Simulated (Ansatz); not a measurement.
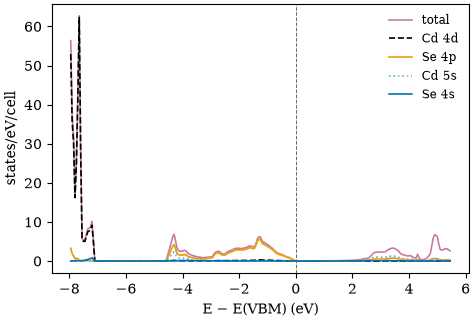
Figure. Total and projected density of states of CdSe (wurtzite, space group No. 186), LDA in the plane-wave PAW code Ansatz

Question: Which orbitals carry the states next to the gap?

Answer: Top 1 eV of the valence band: Se 4p 90 %, Cd 4d 6 %. Bottom 1 eV of the conduction band: Cd 5s 53 %, Se 4p 27 %, Se 4s 17 %. Projections are on Löwdin-orthogonalised atomic valence shells; empty p or d shells of many metals are not among them.

Question: Where is the tallest occupied peak in this window, and what makes it?

Answer: Near -7.6 eV, about 63 states/eV per cell; the largest projected share is Cd 4d.

Space group P6_3mc (wurtzite). The LDA relaxation kept the symmetry of its start; phonons on a q-mesh show no instability. Scalar-relativistic: spin–orbit coupling is off unless named, which matters more the heavier the elements.

Potentials: the later of the program's two PAW sets.
